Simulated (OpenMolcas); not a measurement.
# One shape, several levels: InN2H5 (SMILES [NH2][InH][NH2])

We compute a comparison of 6 runs (B2PLYP/def2-SVP, BLYP/def2-SVP, PBE/def2-SVP, SVWN5/def2-SVP, TPSS/def2-SVP, MP2/def2-SVP) of InN2H5. 

The results are computed with OpenMolcas 26.06.

## Step 1: The system as given

InN2H5: 8 atoms, total charge 0, spin state singlet. SMILES: `[NH2][InH][NH2]`. The coordinates come from a PBE0-D4/def2-TZVP relaxation.

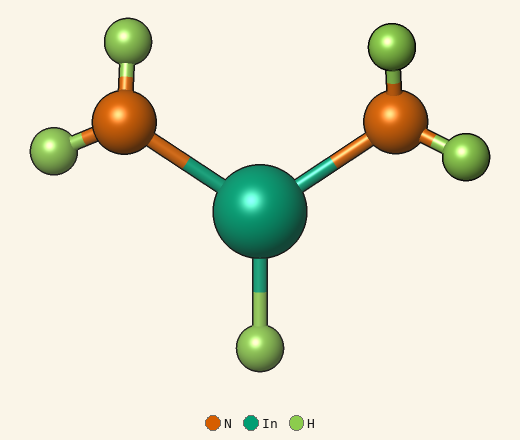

The structure, seen from a chosen angle (nitrogen orange, indium teal, hydrogen green).

## Step 2: The energy at B2PLYP/def2-SVP (core potential) (run 1)

File run.input:

```
* H5InN2 Kohn-Sham DFT
>>> EXPORT MOLCAS_PRINT=2

&GATEWAY
  BasLib
  $CurrDir
  Coord
  8
  bohr
  N     -1.83246742     1.62138501    -2.12972134
  In     0.46865208     1.06731732     0.86077025
  N      1.40349959    -2.59875137     1.34094966
  H     -2.80076309     0.14513097    -2.84706138
  H     -2.90677672     3.19212537    -2.21438107
  H      1.50989117     3.43778977     2.77317309
  H      2.96857077    -3.05134077     2.32776464
  H      1.18958260    -3.81365629    -0.11149384
  Basis
  def2-SVP
  Group
  NoSym

&SEWARD
  GridInput
  Grid=UltraFine
  End of Grid

&SCF
  KSDFT
  B2PLYP_SCF
  Thresholds
  1e-10 1e-07 1e-07 1e-05
  PrOrbitals
  1 1

&MBPT2
  Frozen
  6
```

The basis set def2-SVP is read from a file made from the Basis Set Exchange's data (not shown).

Command:

```sh
$ export MOLCAS_MEM=1860
$ pymolcas run.input > run.log
```

Log:

```text
--- Start Module: gateway ---
[...]
--- Stop Module: gateway /rc=_RC_ALL_IS_WELL_ ---
[...]
      Basis functions           79
[...]
--- Start Module: scf ---
[...]
       Convergence after  14 Iterations
[...]
::    Total KS-DFT energy                            -302.0012907892
[...]
      Total spin, S                                     0.0000000000
[...]
      Total electronic charge=   40.000000
      Total            charge=   -0.000000
[...]
      Dipole Moment (debye):
      Origin of the operator (angstrom)=    0.1710    0.3894    0.3140
                   X= -7.0408E-02               Y= -1.5865E-01               Z= -1.2724E-01           Total=  2.1521E-01
      Quadrupole Moment (debye*angstrom):
[...]
--- Stop Module: scf /rc=_RC_ALL_IS_WELL_ ---
[...]
--- Start Module: mbpt2 ---
[...]
 ###    WARNING: MP2 implementation intended for RHF references only         ###
 ###############################################################################
MBPT2 WARNING: Reference function according to RunFile:KS-DFT
I'll assume you know what you're doing and continue
WARNING!
Default frozen orbitals as non valence orbitals is overwritten by user input.
Default values:   2
[...]
       Reference weight ( Cref**2 )         =        0.80388
::    Total MBPT2 energy                             -302.5537684367
[...]
      Total MBPT2 calculations                           0.34      0.38
--- Stop Module: mbpt2 /rc=_RC_ALL_IS_WELL_ ---
[...]
```

It took 28 s on 1 thread of AMD EPYC 7R43 (Zen 3), shared host; peak memory 0.44 GiB.

## Step 3: Energy and gradient at BLYP/def2-SVP (core potential) (run 2)

File job.inp:

```
* H5InN2 Kohn-Sham DFT

&GATEWAY
  BASLIB
  $CurrDir
  COORD
  8
  bohr
  N     -1.83246742     1.62138501    -2.12972134
  In     0.46865208     1.06731732     0.86077025
  N      1.40349959    -2.59875137     1.34094966
  H     -2.80076309     0.14513097    -2.84706138
  H     -2.90677672     3.19212537    -2.21438107
  H      1.50989117     3.43778977     2.77317309
  H      2.96857077    -3.05134077     2.32776464
  H      1.18958260    -3.81365629    -0.11149384
  BASIS
  def2-SVP
  GROUP
  NoSym

&SEWARD
  GRIDINPUT
  Grid=UltraFine
  End of Grid

&SCF
  KSDFT
  BLYP
  THRESHOLDS
  1e-10 1e-07 1e-07 1e-05
  PRORBITALS
  1 1

&ALASKA
```

The basis set def2-SVP is read from a file made from the Basis Set Exchange's data (not shown).

Command:

```sh
$ export MOLCAS_MEM=1860
$ pymolcas job.inp > job.log
```

Log:

```text
--- Start Module: gateway ---
[...]
--- Stop Module: gateway /rc=_RC_ALL_IS_WELL_ ---
[...]
      Basis functions           79
[...]
--- Start Module: scf ---
[...]
       Convergence after  16 Iterations
[...]
::    Total KS-DFT energy                            -302.4506928649
[...]
      Total spin, S                                     0.0000000000
[...]
      Total electronic charge=   40.000000
      Total            charge=   -0.000000
[...]
      Dipole Moment (debye):
      Origin of the operator (angstrom)=    0.1710    0.3894    0.3140
                   X= -2.1156E-01               Y= -4.8057E-01               Z= -3.8693E-01           Total=  6.5224E-01
      Quadrupole Moment (debye*angstrom):
[...]
--- Stop Module: scf /rc=_RC_ALL_IS_WELL_ ---
[...]
--- Start Module: alaska ---
[...]
 *              Molecular gradients               *
 **************************************************
  Irreducible representation: a
 ------------------------------------------------------------------------------------------
                              X                       Y                       Z
 ------------------------------------------------------------------------------------------
  N1               -5.49641331120343E-03   -1.56146194771445E-03    5.92224867379976E-03
  IN2              -3.83160045359077E-03   -8.73612086980202E-03   -7.04277552423793E-03
  N3                5.91410381761037E-03    2.41041000163733E-03   -5.19957444644747E-03
  H4                7.43565075292540E-03    1.08444378334189E-02    5.85422850719475E-03
  H5                8.17146835397908E-03   -1.17306920067941E-02    1.02925482449462E-03
  H6               -2.03645688655740E-03   -4.63934455259363E-03   -3.73971808775586E-03
  H7               -1.16946348239306E-02    3.81367239636732E-03   -7.45405952645806E-03
  H8                1.53788255079129E-03    9.59909914551504E-03    1.06303955794451E-02
[...]
--- Stop Module: alaska /rc=_RC_ALL_IS_WELL_ ---
[...]
```

Wall time 42 s (1 thread of AMD EPYC 7R43 (Zen 3), shared host); peak memory 0.44 GiB.

Runs 3 to 5 aren't shown in full; the table further down has their settings and results.

## Step 4: A single-point energy at MP2/def2-SVP (core potential) (run 6)

File run.inp:

```
&GATEWAY
  BASLIB
  $CurrDir
  COORD
  8
  angstrom
  N       -0.969700       0.858000      -1.127000
  In       0.248000       0.564800       0.455500
  N        0.742700      -1.375200       0.709600
  H       -1.482100       0.076800      -1.506600
  H       -1.538200       1.689200      -1.171800
  H        0.799000       1.819200       1.467500
  H        1.570900      -1.614700       1.231800
  H        0.629500      -2.018100      -0.059000
  BASIS
  def2-SVP
  GROUP
  NoSym

&SEWARD

&SCF
  THRESHOLDS
  1e-10 1e-07 1e-07 1e-05
  PRORBITALS
  1

&MBPT2
  FROZEN
  6
```

The basis set def2-SVP is read from a file made from the Basis Set Exchange's data (not shown).

Command:

```sh
$ export MOLCAS_MEM=1860
$ pymolcas run.inp > run.log
```

Log:

```text
--- Start Module: gateway ---
[...]
--- Stop Module: gateway /rc=_RC_ALL_IS_WELL_ ---
[...]
      Basis functions           79
[...]
--- Start Module: scf ---
[...]
       Convergence after  13 Iterations
[...]
::    Total SCF energy                               -300.9159774532
[...]
      Total spin, S                                     0.0000000000
[...]
      Total electronic charge=   40.000000
      Total            charge=   -0.000000
[...]
      Dipole Moment (debye):
      Origin of the operator (angstrom)=    0.1710    0.3894    0.3140
                   X= -6.6975E-04               Y=  4.7026E-04               Z=  1.1261E-03           Total=  1.3921E-03
      Quadrupole Moment (debye*angstrom):
[...]
--- Stop Module: scf /rc=_RC_ALL_IS_WELL_ ---
[...]
--- Start Module: mbpt2 ---
[...]
WARNING!
Default frozen orbitals as non valence orbitals is overwritten by user input.
Default values:   2
[...]
       Reference weight ( Cref**2 )         =        0.86964
::    Total MBPT2 energy                             -301.3606585645
[...]
      Total MBPT2 calculations                           0.30      0.35
--- Stop Module: mbpt2 /rc=_RC_ALL_IS_WELL_ ---
[...]
```

Run time: 8.7 s. Hardware: 1 thread of AMD EPYC 7R43 (Zen 3), shared host; peak memory 0.44 GiB.

## Step 5: All runs side by side

```
run                             level      task  frozen core orbitals  energy (Eh)  dipole moment (D) of the reference  HOMO energy (eV)  LUMO energy (eV)  wall time
  1  B2PLYP/def2-SVP (core potential)    energy                     6  -302.150460                                0.22             -7.67              0.64       28 s
  2    BLYP/def2-SVP (core potential)  gradient                     –  -302.450693                                0.65             -4.85             -0.85       42 s
  3     PBE/def2-SVP (core potential)  gradient                     –  -302.404945                                0.62             -5.00             -0.91       41 s
  4   SVWN5/def2-SVP (core potential)  gradient                     –  -301.305178                                0.67             -5.14             -1.11       30 s
  5    TPSS/def2-SVP (core potential)  gradient                     –  -302.482090                                0.60             -5.09             -0.77       60 s
  6     MP2/def2-SVP (core potential)    energy                     6  -301.360659                                0.00             -9.94              2.17      8.7 s
```

## Step 6: What came out

| quantity | value |
| --- | --- |
| run 6: total energy | -301.36066 Eh |
| run 6: dipole moment (mean-field density) | 0.00 D |
| run 6: HOMO energy (Hartree–Fock orbitals) | -9.94 eV |
| run 6: LUMO energy (Hartree–Fock orbitals) | 2.17 eV |
| run 6: HOMO–LUMO gap (Hartree–Fock orbitals) | 12.11 eV |
| run 6: correlation energy (6 core orbitals frozen) | -444.7 mEh |

In words: Over runs 1, 2, 3, 4, 5 the dipole moment (its size) runs from 0.22 D (B2PLYP/def2-SVP) to 0.67 D (SVWN5/def2-SVP). A double hybrid's value is that of its SCF part. Over runs 1, 2, 3, 4, 5 the HOMO–LUMO gap runs from 4.00 eV (BLYP/def2-SVP) to 8.31 eV (B2PLYP/def2-SVP). For B2PLYP the log adds the whole second-order term; the table takes 0.27 of it, as the functional is defined. Totals of different functionals can't be ranked against each other. All runs together took 3.5 min, the longest 60 s.
